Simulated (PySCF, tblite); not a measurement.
# C10H9BOS3: electronic excitations, NMR shifts

Wanted: electronic excitations, NMR shifts for C10H9BOS3 (`CB(C)c1c(O)sc2c1sc1ccsc12`).

Computed with tblite 0.8.0 and PySCF 2.14.0 and routines of our own; the level stands in each step. Atoms count from 0.

## 1. The system as given

24 atoms, charge 0, multiplicity 1; geometry from: force field, distance geometry or constructed start.

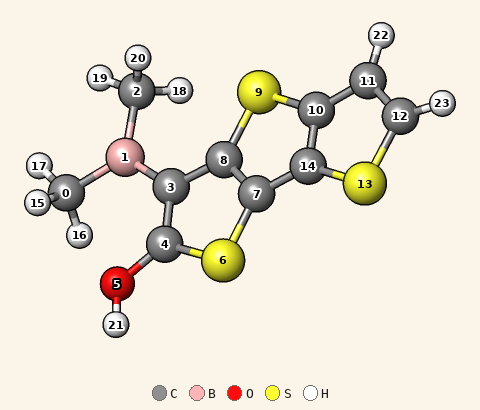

The starting geometry (carbon grey, boron pink, oxygen red, sulfur yellow, hydrogen white).

## 2. Geometry optimisation with GFN2-xTB

Job settings and geometry (Å):

```
{"job": {"kind": "relax", "xc": "GFN2-xTB", "basis": "xTB"}, "charge": 0, "multiplicity": 1}
C     -3.620700     0.651100     0.150000
B     -2.053300     0.886600     0.263700
C     -1.520500     2.281900     0.829900
C     -1.033100    -0.251900    -0.164300
C     -1.400100    -1.522200    -0.657200
O     -2.709300    -1.955800    -0.857000
S     -0.032000    -2.477200    -1.014800
C      1.035400    -1.282900    -0.523000
C      0.367500    -0.168900    -0.098300
S      1.476000     1.030300     0.393400
C      2.809400     0.042100     0.026500
C      4.185700     0.205000     0.117500
C      4.852100    -0.943700    -0.316900
S      3.727600    -2.131200    -0.809900
C      2.402900    -1.160100    -0.452400
H     -3.925400    -0.209000     0.789000
H     -3.892700     0.454500    -0.905400
H     -4.184600     1.545500     0.491800
H     -0.899900     2.781900     0.062000
H     -2.372100     2.954600     1.078900
H     -0.932000     2.121300     1.751200
H     -2.895700    -2.878800    -1.220600
H      4.682000     1.106200     0.483600
H      5.925900    -1.067200    -0.350500
```

Launch:

```console
OMP_NUM_THREADS=1 python large_run.py task.json out
```

The driver reads the jobs from task.json and runs them one after another.

What it wrote:

```text
step      E/eV     max force
  0   -1115.78831    2.474
  1   -1116.19565    1.166
  2   -1116.33074    0.747
  3   -1116.36885    0.654
  4   -1116.39903    0.500
  5   -1116.41866    0.333
  6   -1116.43453    0.290
  7   -1116.44106    0.171
  8   -1116.44489    0.135
  9   -1116.44786    0.128
 10   -1116.44988    0.097
 11   -1116.45127    0.105
 12   -1116.45263    0.105
 13   -1116.45406    0.090
 14   -1116.45519    0.067
 15   -1116.45586    0.050
 16   -1116.45634    0.058
 17   -1116.45688    0.060
 18   -1116.45741    0.070
 19   -1116.45785    0.060
 20   -1116.45820    0.042
 21   -1116.45855    0.053
 22   -1116.45888    0.054
 23   -1116.45911    0.030
 24   -1116.45923    0.021
 25   -1116.45930    0.018
```

Wall time 0.41 s (1 thread of Arm Neoverse V1, shared host); peak memory 0.18 GiB.

The steps of the relaxation:

| step | energy from step 0 (eV) | largest force (eV/Å) |
| --- | --- | --- |
| 0 | 0.0000 | 2.4746 |
| 1 | -0.4073 | 1.1651 |
| 2 | -0.5424 | 0.7471 |
| 3 | -0.5805 | 0.6539 |
| 4 | -0.6107 | 0.4999 |
| 5 | -0.6304 | 0.3336 |
| 6 | -0.6462 | 0.2898 |
| 7 | -0.6528 | 0.1705 |
| 8 | -0.6566 | 0.1346 |
| 9 | -0.6596 | 0.1272 |
| 10 | -0.6616 | 0.0968 |
| 11 | -0.6630 | 0.1056 |
| 12 | -0.6643 | 0.1057 |
| 13 | -0.6658 | 0.0904 |
| 15 | -0.6676 | 0.0496 |
| 16 | -0.6680 | 0.0585 |
| 17 | -0.6686 | 0.0597 |
| 18 | -0.6691 | 0.0697 |
| 19 | -0.6695 | 0.0597 |
| 21 | -0.6702 | 0.0531 |
| 22 | -0.6706 | 0.0542 |
| 23 | -0.6708 | 0.0292 |
| 24 | -0.6709 | 0.0205 |
| 25 | -0.6710 | 0.0172 |

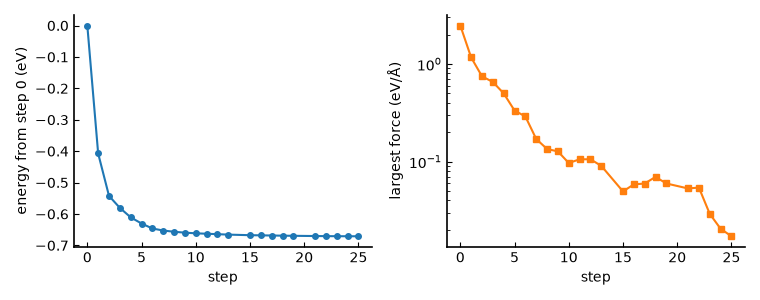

Energy and force, step by step.

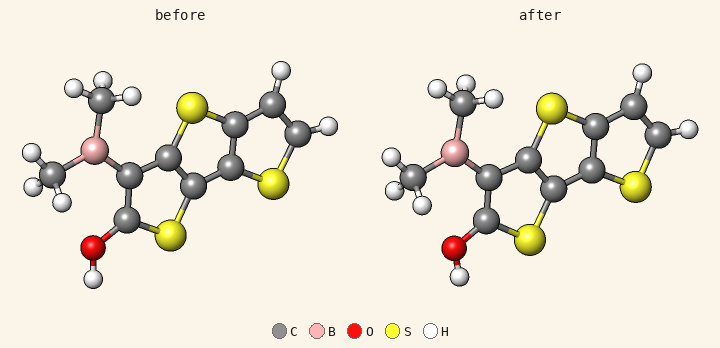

Before and after, at one scale.

Distances of close pairs at the start and the end, largest changes first:

| bond | before (Å) | after (Å) | change (Å) |
| --- | --- | --- | --- |
| S6–C7 | 1.676 | 1.729 | +0.054 |
| C4–O5 | 1.394 | 1.340 | -0.054 |
| C4–S6 | 1.706 | 1.756 | +0.049 |
| O5–H21 | 1.009 | 0.965 | -0.045 |
| S13–C14 | 1.681 | 1.725 | +0.044 |
| S9–C10 | 1.700 | 1.740 | +0.040 |
| C11–C12 | 1.397 | 1.357 | -0.040 |
| B1–C3 | 1.588 | 1.552 | -0.036 |

The next job starts from the end point, and lists it.

## 3. Electronic excitations: TDA CAM-B3LYP/6-31G*

Job settings and geometry (Å):

```
{"job": {"kind": "uv", "basis": "6-31G*", "grid": 1, "kgrid": 0, "vcut": null, "nstates": 8, "ntriplets": 3, "tda": true, "delta": ["ip_vertical"], "pop": true, "xc": "CAM-B3LYP"}, "charge": 0, "multiplicity": 1}
C     -3.633656     0.645901     0.149112
B     -2.083117     0.891757     0.272656
C     -1.508787     2.255109     0.818439
C     -1.091001    -0.224499    -0.147949
C     -1.447101    -1.461028    -0.639684
O     -2.696205    -1.904462    -0.836187
S     -0.104142    -2.521486    -1.032253
C      1.005999    -1.294131    -0.529988
C      0.336844    -0.159835    -0.096564
S      1.439602     1.083725     0.412420
C      2.795980     0.060976     0.035742
C      4.195080     0.210859     0.120844
C      4.836245    -0.906390    -0.306157
S      3.766710    -2.170034    -0.822690
C      2.402679    -1.178183    -0.458572
H     -3.938460    -0.220787     0.733444
H     -3.910134     0.408437    -0.876850
H     -4.238674     1.490671     0.468512
H     -0.858425     2.728211     0.083275
H     -2.276866     2.976112     1.087248
H     -0.888105     2.093789     1.699393
H     -2.691843    -2.802894    -1.188015
H      4.688728     1.095520     0.477882
H      5.891609    -1.085480    -0.356677
```

With the program's defaults for keys left out, this is: TDA CAM-B3LYP/6-31G*, vertical, gas phase, core orbitals frozen in the response.

What it wrote:

```text
start: PBE on a coarse grid of 22498 points
cycle   1  E = -1679.8928380944  dE =  2.694e+00  |g| = 1.021e+00  |ddm| = 5.830e+00
cycle   2  E = -1679.1754085582  dE =  7.174e-01  |g| = 1.923e+00  |ddm| = 3.348e+00
cycle   3  E = -1680.1002340681  dE = -9.248e-01  |g| = 4.163e-01  |ddm| = 2.777e+00
cycle   4  E = -1680.1475799515  dE = -4.735e-02  |g| = 1.561e-01  |ddm| = 7.106e-01
cycle   5  E = -1680.1531441021  dE = -5.564e-03  |g| = 7.517e-02  |ddm| = 2.574e-01
cycle   6  E = -1680.1545262388  dE = -1.382e-03  |g| = 1.867e-02  |ddm| = 9.230e-02
cycle   7  E = -1680.1545947698  dE = -6.853e-05  |g| = 1.040e-02  |ddm| = 3.383e-02
cycle   8  E = -1680.1546242245  dE = -2.945e-05  |g| = 2.561e-03  |ddm| = 1.455e-02
final grid: 96202 points
cycle   9  E = -1680.8065935552  dE = -1.136e-02  |g| = 5.992e-02  |ddm| = 4.310e-01
cycle  10  E = -1680.8069480234  dE = -3.545e-04  |g| = 6.219e-02  |ddm| = 1.285e-01
cycle  11  E = -1680.8077230207  dE = -7.750e-04  |g| = 9.600e-03  |ddm| = 5.486e-02
cycle  12  E = -1680.8077580721  dE = -3.505e-05  |g| = 4.705e-03  |ddm| = 1.837e-02
cycle  13  E = -1680.8077621048  dE = -4.033e-06  |g| = 1.499e-03  |ddm| = 7.386e-03
cycle  14  E = -1680.8077643719  dE = -2.267e-06  |g| = 5.267e-04  |ddm| = 2.763e-03
cycle  15  E = -1680.8077653135  dE = -9.416e-07  |g| = 1.974e-04  |ddm| = 1.164e-03
cycle  16  E = -1680.8077643617  dE =  9.518e-07  |g| = 6.126e-05  |ddm| = 3.405e-04
converged SCF energy = -1680.8077643617
Vertical ionisation energy (delta-SCF) = 7.0365 eV   <S^2> = 0.781

Static polarisability (au): isotropic 164.249, principal 76.067 180.188 236.494

Singlet excitations
state   eV       nm        f      main configurations
  1   4.3841    282.8   0.00002   H->L+2 0.93
  2   4.5611    271.8   0.30182   H->L 0.93
  3   4.8263    256.9   0.23788   H->L+1 0.85
  4   5.2661    235.4   0.29840   H-1->L 0.76, H->L+1 0.08
  5   5.2734    235.1   0.00057   H-1->L+2 0.72, H-2->L+2 0.15
  6   5.4642    226.9   0.00000   H->L+3 0.91
  7   5.6353    220.0   0.06549   H-1->L+1 0.79, H-2->L 0.09
  8   5.8318    212.6   0.00002   H-1->L+3 0.77

Triplet excitations (Tamm-Dancoff, eV): 2.8292 3.5204 4.1510
```

It took 68 s on 1 thread of Arm Neoverse V1, shared host; peak memory 0.66 GiB.

The orbitals next to the gap, with their largest atomic shares:

| orbital | eV | atoms |
| --- | --- | --- |
| HOMO−4 | -9.68 | C0 27 %, C2 27 %, B1 25 % |
| HOMO−3 | -8.89 | C3 21 %, C12 17 %, C14 17 % |
| HOMO−2 | -8.71 | S6 28 %, S13 25 %, C11 13 % |
| HOMO−1 | -7.43 | S9 36 %, S13 20 %, S6 13 % |
| HOMO | -6.56 | C12 16 %, C7 14 %, C8 14 % |
| LUMO | 0.19 | C4 28 %, B1 17 %, C12 8 % |
| LUMO+1 | 0.70 | B1 32 %, C8 13 %, C12 12 % |
| LUMO+2 | 0.88 | S6 42 %, H21 13 %, C4 12 % |
| LUMO+3 | 1.98 | S9 30 %, S13 29 %, C10 9 % |

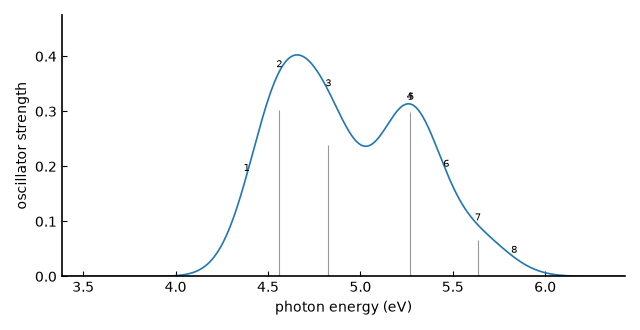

Absorption spectrum from the 8 singlet states computed; above the last one it falls off for lack of states. Lines are broadened to a width of 0.40 eV (Gaussian).

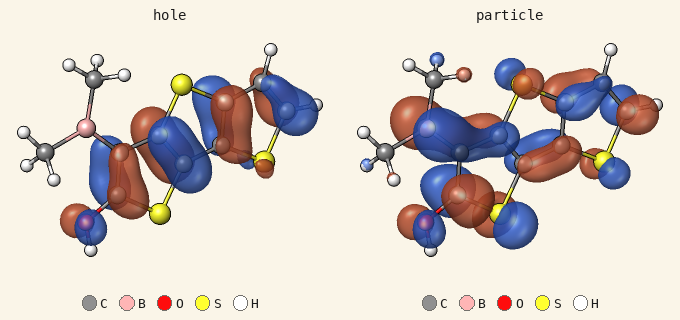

Leading natural transition orbitals of singlet state 2: the electron leaves the hole (left) for the particle orbital (right).

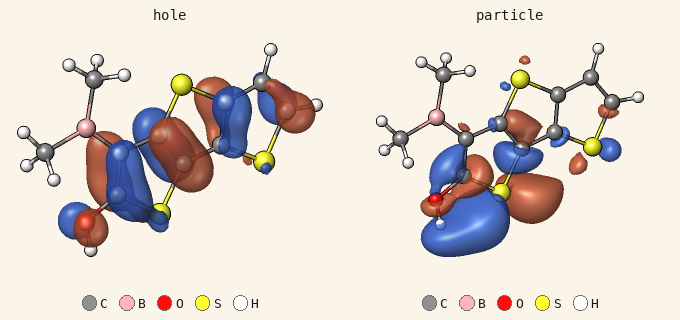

Leading natural transition orbitals of singlet state 1: the electron leaves the hole (left) for the particle orbital (right).

Ground-state properties from the same run:

| property | computed |
| --- | --- |
| dipole moment (D) | 1.57 |
| polarisability (Å³) | 24.34 |
| HOMO–LUMO gap (eV) | 6.75 |
| −ε(HOMO) (eV) | 6.56 |

The fields below are evaluated on a grid from the run's orbitals.

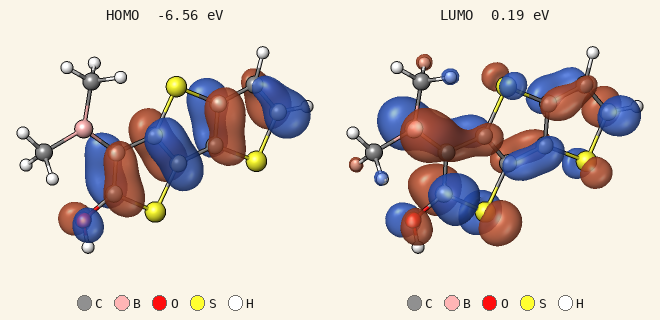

CAM-B3LYP/6-31G* orbitals near the gap, drawn at the value that encloses 70 % of each; the two colours are the two signs.

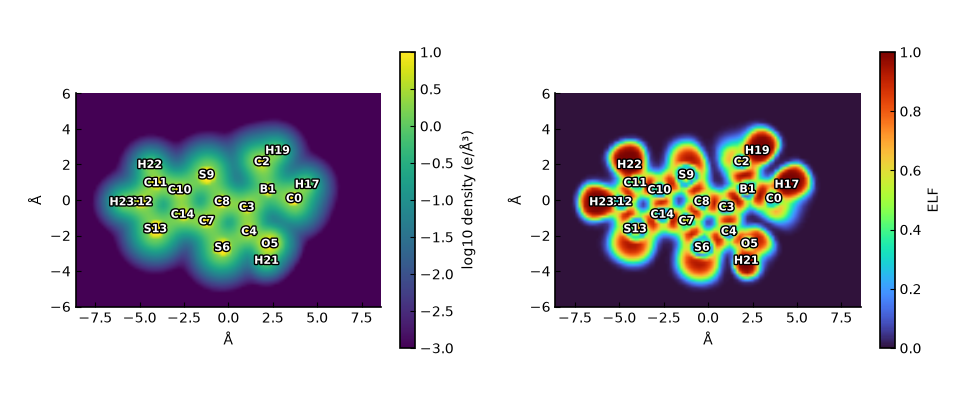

Density (left) and ELF (right) in a plane through or near 20 of the atoms.

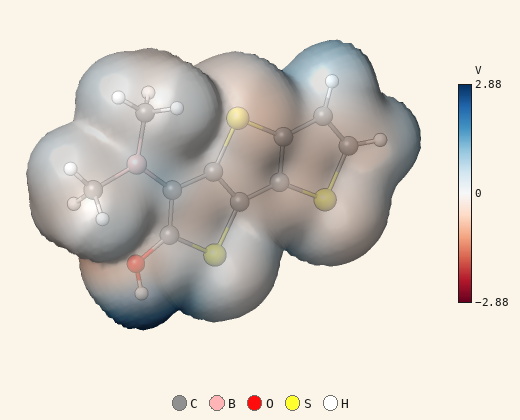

Electrostatic potential on the surface of density 0.002 e/bohr³; red is low, blue high. It runs, from the 1st to the 99th percentile, from -0.61 V near O5 to 2.88 V near H21.

## 4. NMR shifts: GIAO PBE/pcSseg-1

The job, as its differences from that of step 3:

```diff
@@ -1,2 +1,2 @@
-{"job": {"kind": "uv", "basis": "6-31G*", "grid": 1, "kgrid": 0, "vcut": null, "nstates": 8, "ntriplets": 3, "tda": true, "delta": ["ip_vertical"], "pop": true, "xc": "CAM-B3LYP"}, "charge": 0, "multiplicity": 1}
+{"job": {"kind": "nmr", "basis": "pcSseg-1", "pop": false, "xc": "PBE"}, "charge": 0, "multiplicity": 1}
 C     -3.633656     0.645901     0.149112
```

With the program's defaults for keys left out, this is: GIAO PBE/pcSseg-1 NMR shielding, non-relativistic, gas phase.

What it wrote:

```text
start: PBE on a coarse grid of 22498 points
cycle   1  E = -1679.5336258727  dE =  2.651e+00  |g| = 1.030e+00  |ddm| = 5.829e+00
cycle   2  E = -1678.7771858543  dE =  7.564e-01  |g| = 1.985e+00  |ddm| = 3.549e+00
cycle   3  E = -1679.7359506529  dE = -9.588e-01  |g| = 4.118e-01  |ddm| = 2.938e+00
cycle   4  E = -1679.7797437268  dE = -4.379e-02  |g| = 1.638e-01  |ddm| = 7.179e-01
cycle   5  E = -1679.7857477469  dE = -6.004e-03  |g| = 7.692e-02  |ddm| = 2.683e-01
cycle   6  E = -1679.7870901552  dE = -1.342e-03  |g| = 1.782e-02  |ddm| = 9.475e-02
cycle   7  E = -1679.7871470788  dE = -5.692e-05  |g| = 1.087e-02  |ddm| = 3.350e-02
cycle   8  E = -1679.7871758654  dE = -2.879e-05  |g| = 3.333e-03  |ddm| = 1.599e-02
final grid: 199740 points
cycle   9  E = -1679.9257505502  dE =  1.143e-05  |g| = 2.582e-02  |ddm| = 9.006e-02
cycle  10  E = -1679.9251670707  dE =  5.835e-04  |g| = 5.347e-02  |ddm| = 8.131e-02
cycle  11  E = -1679.9258898163  dE = -7.227e-04  |g| = 8.805e-03  |ddm| = 6.633e-02
cycle  12  E = -1679.9259096471  dE = -1.983e-05  |g| = 1.749e-03  |ddm| = 1.262e-02
cycle  13  E = -1679.9259125821  dE = -2.935e-06  |g| = 5.101e-04  |ddm| = 3.013e-03
cycle  14  E = -1679.9259108514  dE =  1.731e-06  |g| = 1.106e-04  |ddm| = 7.222e-04
cycle  15  E = -1679.9259101214  dE =  7.300e-07  |g| = 7.754e-05  |ddm| = 2.429e-04
converged SCF energy = -1679.9259101214

GIAO shielding tensors (ppm)
atom      isotropic    diamagn.    paramagn.     s11        s22        s33       span
  0 C      166.186     249.649     -83.463    152.091    168.950    177.516     25.425
  1 B       26.485     188.776    -162.290    -45.123      9.869    114.710    159.833
  2 C      166.767     253.761     -86.995    155.260    166.874    178.167     22.907
  3 C       59.879     251.126    -191.247    -23.497     57.346    145.788    169.284
  4 C        3.290     264.763    -261.473    -50.229      4.436     55.662    105.890
  5 O      171.577     381.403    -209.826    100.062    191.668    223.001    122.939
  6 S      310.861    1059.187    -748.326    160.613    347.787    424.183    263.569
  7 C       65.050     263.928    -198.878     12.726     75.700    106.725     93.998
  8 C       32.262     262.362    -230.100    -13.767     36.284     74.269     88.035
  9 S      313.912    1059.457    -745.545    181.598    349.444    410.695    229.097
 10 C       38.763     263.478    -224.715     -3.901     26.764     93.428     97.329
 11 C       61.144     245.855    -184.711    -13.438     46.433    150.436    163.874
 12 C       56.145     267.488    -211.342    -19.632     64.857    123.210    142.842
 13 S      314.553    1057.491    -742.938    182.488    341.962    419.208    236.721
 14 C       48.383     262.009    -213.626      2.505     32.403    110.240    107.735
 15 H       30.193      29.656       0.537     25.331     30.824     34.426      9.095
 16 H       30.189      29.577       0.612     25.316     30.834     34.416      9.100
 17 H       30.347      28.368       1.979     25.776     29.781     35.483      9.707
 18 H       30.267      32.397      -2.130     24.857     32.163     33.781      8.923
 19 H       30.140      29.472       0.668     25.325     29.350     35.746     10.421
 20 H       30.267      32.482      -2.215     24.857     32.161     33.783      8.925
 21 H       26.207      30.327      -4.119     17.844     27.061     33.716     15.872
 22 H       24.432      30.743      -6.311     20.224     26.287     26.786      6.562
 23 H       24.777      29.460      -4.684     20.967     25.024     28.338      7.371
```

It took 19 s on 1 thread of Arm Neoverse V1, shared host; peak memory 0.57 GiB.

The references, computed at this level on geometries of the same kind, shield at (ppm): ¹H TMS 31.64, ¹³C TMS 182.6, ¹⁷O H2O 336.3, ¹¹B BF3·OEt2 94.2. Their shielding less the atom's gives the shift. The references are single molecules in the gas phase, so shifts against H2O, NH3, PH3, H3PO4 or CFCl3 are not on the usual liquid scales and can be off by tens of ppm. Atoms listed in one row are averaged.

| atoms | environment | σ (ppm) | δ (ppm) |
| --- | --- | --- | --- |
| C4 | aromatic carbon bearing oxygen | 3.3 | 179.3 |
| C8 | ring-fusion aromatic carbon | 32.3 | 150.4 |
| C10 | ring-fusion aromatic carbon | 38.8 | 143.9 |
| C14 | ring-fusion aromatic carbon | 48.4 | 134.2 |
| C12 | aromatic CH next to the ring sulfur | 56.1 | 126.5 |
| C3 | substituted aromatic carbon | 59.9 | 122.7 |
| C11 | aromatic CH | 61.1 | 121.5 |
| C7 | ring-fusion aromatic carbon | 65.1 | 117.6 |
| C0, C2 | methyl carbon bonded to B | 166.5 | 16.1 |
| H22 | hydrogen on an aromatic CH | 24.43 | 7.21 |
| H23 | hydrogen on an aromatic CH next to the ring sulfur | 24.78 | 6.86 |
| H21 | hydrogen on a phenol-type oxygen | 26.21 | 5.43 |
| H15, H16, H17, H18, H19, H20 | hydrogen on a methyl carbon bonded to B | 30.23 | 1.41 |
| B1 | boron bonded to 3 C | 26.5 | 67.7 |
| O5 | phenol-type oxygen | 171.6 | 164.7 |
| S6 | aromatic ring sulfur | 311 | – |
| S9 | aromatic ring sulfur | 314 | – |
| S13 | aromatic ring sulfur | 315 | – |

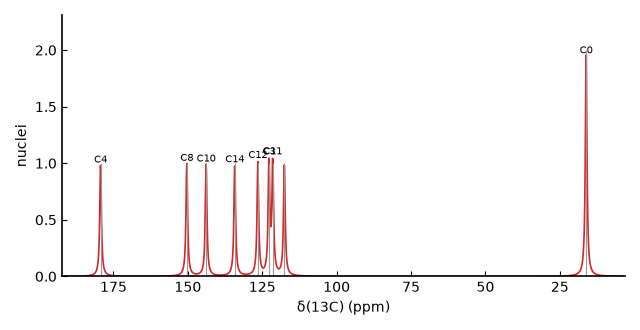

¹³C lines at the computed shifts, without couplings. Lines are broadened to a width of 0.65 ppm (Lorentzian).

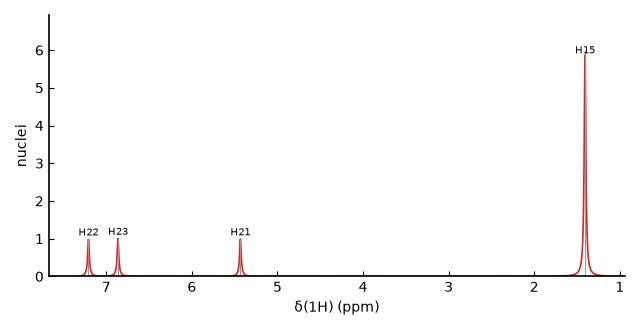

¹H lines at the computed shifts, without couplings. Lines are broadened to a width of 0.02 ppm (Lorentzian).

Ring of atoms C3, C4, S6, C7, C8: NICS(0) -9.0, NICS(1) -7.2, NICS(1)zz -12.8 ppm (means of both faces).

Ring of atoms C7, C8, S9, C10, C14: NICS(0) -10.2, NICS(1) -8.7, NICS(1)zz -17.7 ppm (means of both faces).

Ring of atoms C10, C11, C12, S13, C14: NICS(0) -11.2, NICS(1) -9.6, NICS(1)zz -21.2 ppm (means of both faces).

## 5. What came out

```
                                                              quantity                                                             value
                                     lowest singlet (CAM-B3LYP/6-31G*)                                       4.38 eV (283 nm), f = 0.000
                              brightest single state of those computed                                       state 2, 4.56 eV, f = 0.302
                                                        lowest triplet                                                           2.83 eV
                                 surface potential, 1st and 99th percentile                                                -0.61 V and 2.88 V
¹³C shifts against TMS (PBE/pcSseg-1, means over atoms taken as alike)  179.3, 150.4, 143.9, 134.2, 126.5, 122.7, 121.5, 117.6, 16.1 ppm
 ¹H shifts against TMS (PBE/pcSseg-1, means over atoms taken as alike)                                        7.21, 6.86, 5.43, 1.41 ppm
                            ¹¹B shifts against BF3·OEt2 (PBE/pcSseg-1)                                                          67.7 ppm
                                 ¹⁷O shifts against H2O (PBE/pcSseg-1)                                                         164.7 ppm
                                        shieldings of S (PBE/pcSseg-1)                                 S6 310.9, S9 313.9, S13 314.6 ppm
```

The lowest singlet, at 4.38 eV, is HOMO→LUMO+2 0.93 and is dark; of the 8 states computed, the strongest absorption comes from state 2 at 4.56 eV. The lowest triplet lies 1.55 eV below the lowest singlet. At PBE/pcSseg-1: The widest tensor belongs to S6: span 264 ppm, with a paramagnetic part of -748 ppm. NICS(1)zz of -18 ppm above the planar ring from C7 marks a diatropic (aromatic) ring current. NICS(1)zz of -21 ppm above the planar ring from C10 marks a diatropic (aromatic) ring current.
